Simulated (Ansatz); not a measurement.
# BHCl₂ (triplet): one geometry, many settings at a displaced geometry (v1)

What do other methods and options give for BHCl₂ (triplet) at this geometry, and how long do they take?

Computed with Ansatz 0.2.0, Gaussian basis. Level: the settings change from run to run.

22 further runs of the same task are left out: 11 that didn't finish, 11 set aside as unsound or not needed.

### Step 1. The system

The geometry is a PBE0/def2-TZVP stationary point (not a proven minimum) with its atoms shifted at random (size 0.040 Å).

4 atoms, charge 0, spin multiplicity 3.

Atoms are counted from 1 here; the program's logs count them from 0.

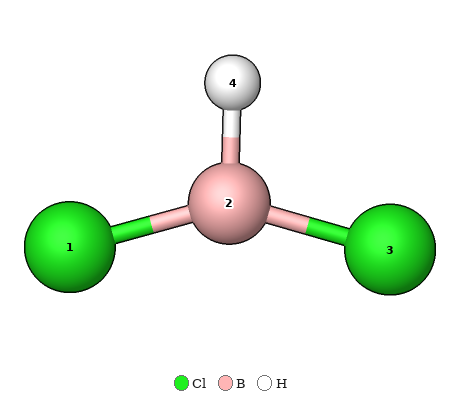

The structure; chlorine green, boron pink, hydrogen white; atoms are numbered from 1 in the order of the file.

### Step 2. BCCD(T)/cc-pVDZ

File in.yaml:

```yaml
crystal:
  periodic: [false, false, false]
  atoms:
    - {symbol: Cl, position_ang: [-0.019412, -0.104992, 1.683800]}
    - {symbol: B, position_ang: [-0.020245, 0.392021, 0.013639]}
    - {symbol: Cl, position_ang: [0.027719, -0.061825, -1.687982]}
    - {symbol: H, position_ang: [-0.075058, 1.662830, 0.000828]}
basis:
  gaussian: {orbitals: cc-pVDZ}
magnetization: {spin_polarized: false, initial_magnetization: 2}
hamiltonian: {xc: {name: B3LYP}}
correlation: {method: bccd_t, electrons: outside_noble_gas}
scf: {omitted_lower_state_checks: [cluster_reference]}
output: {forces: true}
```

The run is started by

```
> ansatz run in.yaml --threads 1 --pin off --events-out ev --progress --plain --max-ram 2393MiB
```

Log, shortened:

```text
Functional definition: B3LYP
  name "B3LYP"
  cite "Stephens, Devlin, Chabalowski & Frisch, J. Phys. Chem. 98, 11623 (1994) doi:10.1021/j100096a001"
  cite "Becke, Phys. Rev. A 38, 3098 (1988) doi:10.1103/PhysRevA.38.3098"
  cite "Lee, Yang & Parr, Phys. Rev. B 37, 785 (1988) doi:10.1103/PhysRevB.37.785"
  cite "Vosko, Wilk & Nusair, Can. J. Phys. 58, 1200 (1980) doi:10.1139/p80-159"
[...]
563 factors; integrals over basis functions are off by at most 1.4e-3 eV
[...]
mean field -25735.82884414 eV, -945.7742656507 hartree, gradient 4.9e-6 eV, S^2 2.000000; 2 other end points of the search recorded, 0 dependent functions left out
11 core orbitals not correlated: weight in the atoms' cores, before any rotation towards them, 1.000 or more for the frozen orbitals, at most 0.000 for the correlated occupied ones
reference -25690.79942324 eV, -944.1194649548 hartree; 10, 8 occupied and 34, 36 virtual orbitals, 563 factors
second order -10.16939040 eV of doubles, -0.36240761 eV of singles
cycle   1  -10.79503917 eV  change   -2.7e-1 eV  update   8.0e-2
[...]
cycle  16  -11.06361506 eV  change    6.6e-7 eV  update   5.9e-7
perturbative correction -0.33458550 eV, -0.0122957903 hartree
[...]
Total energy: -25702.19762380 eV, -944.5383410994 hartree
Atom 0 at    -0.019412    -0.104992     1.683800 Å, force     0.017121    -0.283478     0.546923 eV/Å
Atom 1 at    -0.020245     0.392021     0.013639 Å, force    -0.025794    -0.052419    -0.309596 eV/Å
Atom 2 at     0.027719    -0.061825    -1.687982 Å, force     0.021153    -0.149066    -0.201439 eV/Å
Atom 3 at    -0.075058     1.662830     0.000828 Å, force    -0.012479     0.484962    -0.035888 eV/Å
Dipole moment:    -0.002121     0.104068    -0.010874 e Å
Checks for a lower state left out: cluster_reference
```

It took 13 s on 1 thread of Arm Neoverse V2, shared host; peak memory 0.28 GiB.

From the report: correlation -11.3982 eV; largest double amplitude 0.04.

### Step 3. BCCD(T) on ROHF/cc-pVDZ

Edit in.yaml of step 2 so:

```diff
@@ -10,5 +10,2 @@
 magnetization: {spin_polarized: false, initial_magnetization: 2}
-hamiltonian: {xc: {name: B3LYP}}
-correlation: {method: bccd_t, electrons: outside_noble_gas}
-scf: {omitted_lower_state_checks: [cluster_reference]}
-output: {forces: true}
+correlation: {method: bccd_t, electrons: valence}
```

Same command.

Log, shortened:

```text
Functional definition: HF
  name "HF"
  cite "Fock, Z. Phys. 61, 126 (1930) doi:10.1007/BF01340294"
  parent pbe
[...]
563 factors; integrals over basis functions are off by at most 1.4e-3 eV
[...]
mean field -25691.37753328 eV, -944.1407101069 hartree, gradient 2.8e-6 eV, S^2 2.000000; 3 other end points of the search recorded, 0 dependent functions left out
determinant -25691.37753328 eV, -944.1407101069 hartree, with singles and doubles -25701.98804700 eV, -944.5306392941 hartree
determinant -25689.21979956 eV, -944.0614148553 hartree, with singles and doubles -25700.19075728 eV, -944.4645901152 hartree
determinant -25688.96347440 eV, -944.0519950794 hartree, with singles and doubles -25700.02150149 eV, -944.4583700795 hartree
11 core orbitals not correlated: weight in the atoms' cores, before any rotation towards them, 1.000 or more for the frozen orbitals, at most 0.000 for the correlated occupied ones
reference -25691.37753328 eV, -944.1407101069 hartree; 10, 8 occupied and 34, 36 virtual orbitals, 563 factors
second order -9.58027908 eV of doubles, -0.09765825 eV of singles
cycle   1  -10.60446337 eV  change    6.1e-3 eV  update   2.4e-2
[...]
cycle  11  -10.60015160 eV  change   -2.8e-6 eV  update   2.1e-5
perturbative correction -0.33447775 eV, -0.0122918306 hartree
Total energy: -25702.31216263 eV, -944.5425503238 hartree
```

Wall time 5.5 s (1 thread of Arm Neoverse V2, shared host).

From the report: correlation -10.9346 eV; largest double amplitude 0.04.

### Step 4. CCSD(T)/6-31G*

Edit in.yaml of step 3 so:

```diff
@@ -8,4 +8,6 @@
 basis:
-  gaussian: {orbitals: cc-pVDZ}
-magnetization: {spin_polarized: false, initial_magnetization: 2}
-correlation: {method: bccd_t, electrons: valence}
+  gaussian: {orbitals: "6-31G*"}
+magnetization: {spin_polarized: true, initial_magnetization: 2}
+hamiltonian: {xc: {name: PBE0}}
+correlation: {method: ccsd_t, electrons: outside_noble_gas}
+output: {forces: true}
```

Same command.

Log, shortened:

```text
Functional definition: PBE0
  name "PBE0"
  cite "Adamo & Barone, J. Chem. Phys. 110, 6158 (1999) doi:10.1063/1.478522"
  cite "Perdew, Burke & Ernzerhof, Phys. Rev. Lett. 77, 3865 (1996) doi:10.1103/PhysRevLett.77.3865"
  parent pbe
[...]
503 factors; integrals over basis functions are off by at most 8.4e-4 eV
[...]
mean field -25724.61451134 eV, -945.3621465219 hartree, gradient 6.1e-7 eV, S^2 2.005829; 2 other end points of the search recorded, 0 dependent functions left out
11 core orbitals not correlated: weight in the atoms' cores, before any rotation towards them, 1.000 or more for the frozen orbitals, at most 0.000 for the correlated occupied ones
reference -25689.74336642 eV, -944.0806555824 hartree; 10, 8 occupied and 34, 36 virtual orbitals, 503 factors
second order -9.59019458 eV of doubles, -0.20857643 eV of singles
cycle   1  -10.11632077 eV  change   -3.2e-1 eV  update   7.4e-2
[...]
cycle  15  -10.39086429 eV  change    6.2e-7 eV  update   6.3e-7
perturbative correction -0.35238964 eV, -0.0129500804 hartree
[...]
Total energy: -25700.48662035 eV, -944.4754628823 hartree
Atom 0 at    -0.019412    -0.104992     1.683800 Å, force     0.017691    -0.146747    -0.004598 eV/Å
Atom 1 at    -0.020245     0.392021     0.013639 Å, force    -0.019744    -0.117899    -0.297109 eV/Å
Atom 2 at     0.027719    -0.061825    -1.687982 Å, force     0.007866    -0.049831     0.318918 eV/Å
Atom 3 at    -0.075058     1.662830     0.000828 Å, force    -0.005813     0.314477    -0.017212 eV/Å
Dipole moment:    -0.004398     0.146438    -0.010634 e Å
```

It took 10 s on 1 thread of Arm Neoverse V2, shared host.

From the report: ⟨S²⟩ of the determinant 2.006 (pure triplet: 2.00); correlation -10.7433 eV; T1 0.013; largest double amplitude 0.04. The orbitals are Kohn-Sham ones, so correlation energy and T1 don't compare with those on Hartree-Fock orbitals.

### Step 5. BCCD/6-31G*

Edit in.yaml of step 4 so:

```diff
@@ -10,4 +10,4 @@
 magnetization: {spin_polarized: true, initial_magnetization: 2}
-hamiltonian: {xc: {name: PBE0}}
-correlation: {method: ccsd_t, electrons: outside_noble_gas}
-output: {forces: true}
+hamiltonian: {xc: {name: PBE}}
+correlation: {method: bccd, electrons: outside_noble_gas}
+accuracy: high
```

Same command.

Log, shortened:

```text
Functional definition: PBE
  name "PBE"
  cite "Perdew, Burke & Ernzerhof, Phys. Rev. Lett. 77, 3865 (1996) doi:10.1103/PhysRevLett.77.3865"
  parent pbe
[...]
1064 factors; integrals over basis functions are off by at most 3.7e-9 eV
[...]
mean field -25722.64419544 eV, -945.2897387479 hartree, gradient 5.4e-8 eV, S^2 2.002980; 1 other end points of the search recorded, 0 dependent functions left out
11 core orbitals not correlated: weight in the atoms' cores, before any rotation towards them, 1.000 or more for the frozen orbitals, at most 0.000 for the correlated occupied ones
reference -25689.40248235 eV, -944.0681283241 hartree; 10, 8 occupied and 34, 36 virtual orbitals, 1064 factors
second order -9.73132214 eV of doubles, -0.35249110 eV of singles
cycle   1  -10.34306892 eV  change   -2.7e-1 eV  update   8.3e-2
[...]
cycle  26  -10.62900762 eV  change  -7.4e-10 eV  update   1.9e-9
Total energy: -25700.03148998 eV, -944.4587371497 hartree
```

It took 8.5 s on 1 thread of Arm Neoverse V2, shared host; peak memory 0.3 GiB.

From the report: ⟨S²⟩ of the determinant 2.003 (pure triplet: 2.00); correlation -10.6290 eV; largest double amplitude 0.04.

### Step 6. BCCD(T)/STO-3G

Edit in.yaml of step 5 so:

```diff
@@ -8,6 +8,5 @@
 basis:
-  gaussian: {orbitals: "6-31G*"}
-magnetization: {spin_polarized: true, initial_magnetization: 2}
+  gaussian: {orbitals: STO-3G}
+magnetization: {spin_polarized: false, initial_magnetization: 2}
 hamiltonian: {xc: {name: PBE}}
-correlation: {method: bccd, electrons: outside_noble_gas}
-accuracy: high
+correlation: {method: bccd_t, electrons: outside_noble_gas}
```

Launched as before.

Log, shortened:

```text
Functional definition: PBE
  name "PBE"
  cite "Perdew, Burke & Ernzerhof, Phys. Rev. Lett. 77, 3865 (1996) doi:10.1103/PhysRevLett.77.3865"
  parent pbe
[...]
271 factors; integrals over basis functions are off by at most 3.6e-5 eV
[...]
mean field -25440.86377213 eV, -934.9344991890 hartree, gradient 8.4e-6 eV, S^2 2.000000; 0 other end points of the search recorded, 0 dependent functions left out
11 core orbitals not correlated: weight in the atoms' cores, before any rotation towards them, 1.000 or more for the frozen orbitals, at most 0.000 for the correlated occupied ones
reference -25413.59976113 eV, -933.9325652650 hartree; 10, 8 occupied and 3, 5 virtual orbitals, 271 factors
second order -1.48219052 eV of doubles, -0.25983464 eV of singles
cycle   1  -1.92775491 eV  change   -3.0e-1 eV  update   6.7e-2
[...]
cycle  11  -2.14751333 eV  change   -3.1e-6 eV  update   1.6e-5
perturbative correction -0.07280724 eV, -0.0026756168 hartree
WARN: these amplitudes may be one of several solutions (largest doubles amplitude 0.07, level shift 1.41 eV)
Total energy: -25415.82008170 eV, -934.0141605409 hartree
```

Wall time 0.75 s (1 thread of Arm Neoverse V2, shared host).

From the report: correlation -2.2203 eV; largest double amplitude 0.07. The report flags that the cluster equations may have other roots.

### Step 7. MRCISD+Q(relaxed)(4,3)/STO-3G

Edit in.yaml of step 6 so:

```diff
@@ -10,3 +10,2 @@
 magnetization: {spin_polarized: false, initial_magnetization: 2}
-hamiltonian: {xc: {name: PBE}}
-correlation: {method: bccd_t, electrons: outside_noble_gas}
+correlation: {method: fic_mrcisd_q_relaxed, electrons: outside_noble_gas, active_space: {window: {electrons: 4, orbitals: 3}, states: [{multiplicity: 3, weights: [0.5, 0.5]}]}}
```

The command is unchanged.

Log, shortened:

```text
Functional definition: HF
  name "HF"
  cite "Fock, Z. Phys. 61, 126 (1930) doi:10.1007/BF01340294"
  parent pbe
[...]
407 factors; integrals over basis functions are off by at most 4.3e-8 eV
[...]
mean field -25414.01303436 eV, -933.9477527759 hartree, gradient 1.7e-6 eV, S^2 2.000000; 0 other end points of the search recorded, 0 dependent functions left out
reference -25414.01303436 eV, -933.9477527759 hartree; 21, 19 occupied and 3, 5 virtual orbitals, 407 factors
state -25413.76146314 eV, -933.9385077042 hartree
state -25412.02304760 eV, -933.8746221115 hartree
contracted CI cycle   1: correlation 0.00000000 eV, 0.0000000000 hartree, residual 8.31e0 eV
contracted CI cycle   2: correlation -1.82267612 eV, -0.0669821121 hartree, residual 1.93e0 eV
contracted CI cycle   3: correlation -1.94738892 eV, -0.0715652229 hartree, residual 6.24e-1 eV
[...]
contracted CI cycle   7: correlation -1.69474660 eV, -0.0622807888 hartree, residual 3.37e-1 eV
contracted CI cycle   8: correlation -1.69664323 eV, -0.0623504887 hartree, residual 7.27e-2 eV
contracted CI cycle   9: correlation -1.69687474 eV, -0.0623589966 hartree, residual 3.69e-2 eV
contracted CI cycle  10: correlation -1.69692170 eV, -0.0623607223 hartree, residual 1.87e-2 eV
contracted CI cycle  11: correlation -1.69693468 eV, -0.0623611993 hartree, residual 9.42e-3 eV
contracted CI cycle  12: correlation -1.69693782 eV, -0.0623613148 hartree, residual 4.51e-3 eV
contracted CI cycle  13: correlation -1.69693897 eV, -0.0623613570 hartree, residual 3.40e-3 eV
contracted CI cycle  14: correlation -1.69693824 eV, -0.0623613302 hartree, residual 4.87e-3 eV
contracted CI cycle  15: correlation -1.69693878 eV, -0.0623613500 hartree, residual 1.39e-3 eV
state -25412.02304760 eV, -933.8746221115 hartree; corrected -25413.86388142 eV, -933.9422715065 hartree
Total energy: -25414.88405153 eV, -933.9797620665 hartree
```

It took 0.57 s on 1 thread of Arm Neoverse V2, shared host.

From the report: 9 determinants; active occupations (of the averaged states) 1.50, 1.50, 1.00.

### Step 8. MP2 on UHF/cc-pVDZ

File in.yaml:

```yaml
crystal:
  periodic: [false, false, false]
  atoms:
    - {symbol: Cl, position_ang: [-0.019412, -0.104992, 1.683800]}
    - {symbol: B, position_ang: [-0.020245, 0.392021, 0.013639]}
    - {symbol: Cl, position_ang: [0.027719, -0.061825, -1.687982]}
    - {symbol: H, position_ang: [-0.075058, 1.662830, 0.000828]}
basis:
  gaussian: {orbitals: cc-pVDZ}
magnetization: {spin_polarized: true, initial_magnetization: 2}
correlation: {method: mp2, electrons: outside_noble_gas}
accuracy: high
```

Same command.

Log:

```text
Functional definition: HF
  name "HF"
  cite "Fock, Z. Phys. 61, 126 (1930) doi:10.1007/BF01340294"
  parent pbe
  exchange = exact_x
  correlation = 0
1186 factors; integrals over basis functions are off by at most 4.0e-9 eV
mean field evaluation 1: about -25690.3471 eV, gradient 9.0e0 eV
mean field evaluation 2: about -25690.4178 eV, gradient 9.1e0 eV
mean field evaluation 4: about -25691.4346 eV, gradient 1.9e0 eV
mean field evaluation 8: about -25691.5438 eV, gradient 3.0e-1 eV
mean field evaluation 16: about -25691.5487 eV, gradient 2.8e-8 eV
mean field -25691.54868679 eV, -944.1469998825 hartree, gradient 2.8e-8 eV, S^2 2.021261; 0 other end points of the search recorded, 0 dependent functions left out
11 core orbitals not correlated: weight in the atoms' cores, before any rotation towards them, 1.000 or more for the frozen orbitals, at most 0.000 for the correlated occupied ones
reference -25691.54868679 eV, -944.1469998825 hartree; 10, 8 occupied and 34, 36 virtual orbitals, 1186 factors
second order -9.51425480 eV of doubles, -0.00000000 eV of singles
Total energy: -25701.06294159 eV, -944.4966422972 hartree
```

Run time: 1 s. Hardware: 1 thread of Arm Neoverse V2, shared host.

From the report: ⟨S²⟩ of the determinant 2.021 (pure triplet: 2.00).

### Step 9. BCCD on UHF/cc-pVDZ

Edit in.yaml of step 8 so:

```diff
@@ -10,3 +10,3 @@
 magnetization: {spin_polarized: true, initial_magnetization: 2}
-correlation: {method: mp2, electrons: outside_noble_gas}
-accuracy: high
+hamiltonian: {pseudopotentials: {relativity: scalar}}
+correlation: {method: bccd, electrons: valence, diis_vectors: 4}
```

Same command.

Log, shortened:

```text
Functional definition: HF
  name "HF"
  cite "Fock, Z. Phys. 61, 126 (1930) doi:10.1007/BF01340294"
  parent pbe
[...]
561 factors; integrals over basis functions are off by at most 1.4e-3 eV
[...]
mean field -25759.37808381 eV, -946.6396842465 hartree, gradient 2.9e-6 eV, S^2 2.021340; 2 other end points of the search recorded, 0 dependent functions left out
determinant -25759.37808381 eV, -946.6396842465 hartree, with singles and doubles -25769.82878459 eV, -947.0237404162 hartree
determinant -25757.30944118 eV, -946.5636630319 hartree, with singles and doubles -25768.04405639 eV, -946.9581528646 hartree
determinant -25757.12271514 eV, -946.5568009766 hartree, with singles and doubles -25767.87596333 eV, -946.9519755586 hartree
11 core orbitals not correlated: weight in the atoms' cores, before any rotation towards them, 1.000 or more for the frozen orbitals, at most 0.000 for the correlated occupied ones
reference -25759.37808381 eV, -946.6396842465 hartree; 10, 8 occupied and 34, 36 virtual orbitals, 561 factors
second order -9.52196949 eV of doubles, -0.00000000 eV of singles
cycle   1  -10.43795390 eV  change    1.3e-2 eV  update   1.8e-2
[...]
cycle  11  -10.43560000 eV  change    7.6e-6 eV  update   1.8e-5
Total energy: -25769.81368381 eV, -947.0231854729 hartree
Relativity: scalar
```

Wall time 4.2 s (1 thread of Arm Neoverse V2, shared host).

From the report: ⟨S²⟩ of the determinant 2.021 (pure triplet: 2.00); correlation -10.4356 eV; largest double amplitude 0.04.

### Step 10. CCSD(T)/6-31G*

File in.yaml:

```yaml
crystal:
  periodic: [false, false, false]
  atoms:
    - {symbol: Cl, position_ang: [-0.019412, -0.104992, 1.683800]}
    - {symbol: B, position_ang: [-0.020245, 0.392021, 0.013639]}
    - {symbol: Cl, position_ang: [0.027719, -0.061825, -1.687982]}
    - {symbol: H, position_ang: [-0.075058, 1.662830, 0.000828]}
basis:
  gaussian: {orbitals: "6-31G*"}
magnetization: {spin_polarized: false, initial_magnetization: 2}
hamiltonian: {xc: {name: r2SCAN}}
correlation: {method: ccsd_t, electrons: outside_noble_gas}
accuracy: high
```

Same command.

Log, shortened:

```text
Functional definition: r2SCAN
  name "r2SCAN"
  cite "Furness, Kaplan, Ning, Perdew & Sun, J. Phys. Chem. Lett. 11, 8208 (2020) doi:10.1021/acs.jpclett.0c02405"
  cite "Furness, Kaplan, Ning, Perdew & Sun, J. Phys. Chem. Lett. 11, 9248 (2020) doi:10.1021/acs.jpclett.0c03077"
  parent r2scan
[...]
1064 factors; integrals over basis functions are off by at most 3.7e-9 eV
[...]
mean field -25731.85742167 eV, -945.6283185670 hartree, gradient 4.4e-8 eV, S^2 2.000000; 0 other end points of the search recorded, 0 dependent functions left out
[...]
11 core orbitals not correlated: weight in the atoms' cores, before any rotation towards them, 1.000 or more for the frozen orbitals, at most 0.000 for the correlated occupied ones
reference -25689.55118353 eV, -944.0735929914 hartree; 10, 8 occupied and 34, 36 virtual orbitals, 1064 factors
second order -9.69468569 eV of doubles, -0.32725156 eV of singles
cycle   1  -10.30818565 eV  change   -2.9e-1 eV  update   7.6e-2
[...]
cycle  25  -10.59736312 eV  change   6.4e-10 eV  update   1.8e-9
perturbative correction -0.35804271 eV, -0.0131578270 hartree
Total energy: -25700.50658936 eV, -944.4761967300 hartree
```

It took 14 s on 1 thread of Arm Neoverse V2, shared host; peak memory 0.3 GiB.

From the report: correlation -10.9554 eV; T1 0.020; largest double amplitude 0.04. The orbitals are Kohn-Sham ones, so correlation energy and T1 don't compare with those on Hartree-Fock orbitals.

### Step 11. The runs in one table

Where basis and cores are those of an earlier UCCSDT(Q)/cc-pVDZ run (-25702.3699 eV), and the state is the same kind, the miss against it is given. † marks a result that the program doubts.

| level | correlated | functions | energy (eV) | from UCCSDT(Q) (meV) | time |
| --- | --- | --- | --- | --- | --- |
| BCCD(T)/cc-pVDZ (on B3LYP orbitals) | outside noble gas | 55 | -25702.1976 | 172.3 | 13 s |
| BCCD(T) on ROHF/cc-pVDZ | valence | 55 | -25702.3122 | 57.7 | 5.5 s |
| CCSD(T)/6-31G* (on PBE0 orbitals) | outside noble gas | 55 | -25700.4866 |  | 10 s |
| BCCD/6-31G* (on PBE orbitals) | outside noble gas | 55 | -25700.0315 |  | 8.5 s |
| BCCD(T)/STO-3G (on PBE orbitals) † | outside noble gas | 24 | -25415.8201 |  | 0.75 s |
| MRCISD+Q(relaxed)(4,3)/STO-3G (mean of several states) | outside noble gas | 24 | -25414.8841 |  | 0.57 s |
| MP2 on UHF/cc-pVDZ | outside noble gas | 55 | -25701.0629 | 1307.0 | 1 s |
| BCCD on UHF/cc-pVDZ (relativity set) | valence | 55 | -25769.8137 |  | 4.2 s |
| CCSD(T)/6-31G* (on r2SCAN orbitals) | outside noble gas | 55 | -25700.5066 |  | 14 s |

### Step 12. Outcome

| quantity | value |
| --- | --- |
| runs | 9 |
| quickest | MRCISD+Q(relaxed)(4,3)/STO-3G (mean of several states), 0.57 s |
| slowest | CCSD(T)/6-31G* (on r2SCAN orbitals), 14 s |

Total energies in different bases, with other cores or another treatment of relativity can't be set against each other. CCSD(T)/6-31G* (on r2SCAN orbitals) took 24 times as long as MRCISD+Q(relaxed)(4,3)/STO-3G (mean of several states); the jobs differ in more than the method. Among the correlated runs with a miss given, it spans +58 to +1307 meV. Cores frozen from Kohn-Sham orbitals shift the total energy.
